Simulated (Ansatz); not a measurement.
A computed series for ZnS: carrier doping

Base system: ZnS in the zinc blende structure (space group F-43m, No. 216; a = 5.4434 Å).

Carriers are added at fixed cell with a uniform background; the Fermi–Dirac width is that of 300 K.

The values are results of DFT with PBE, PAW potentials and a 420 eV plane-wave cutoff in Ansatz (a program for electronic structure), no spin-orbit coupling, not measurements.

Notes on the quantities. Fermi level from band edge: Fermi level relative to the doped band's edge (positive inside the band; to 0.05 eV).

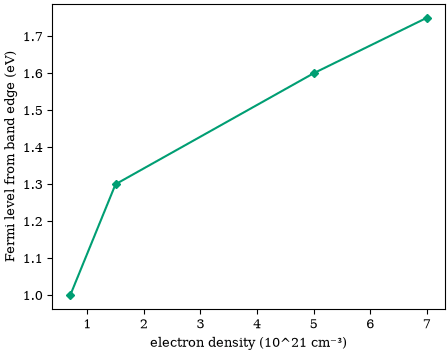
Figure. Fermi level from band edge against electron density

Task: From the plot, what is the Fermi level from band edge for electrons 5.0×10^21 cm⁻³?

Result: About 1.60 eV.

Task: Is the trend monotonic over the range shown?

Result: Yes, it rises throughout, spanning +1.00 eV to +1.75 eV.

Carriers are added with a uniform compensating background; total energy and stress of such cells depend on the potential's zero and are not compared; many-body gap narrowing is missing at this level. Whether these cells are dynamically stable was not tested.
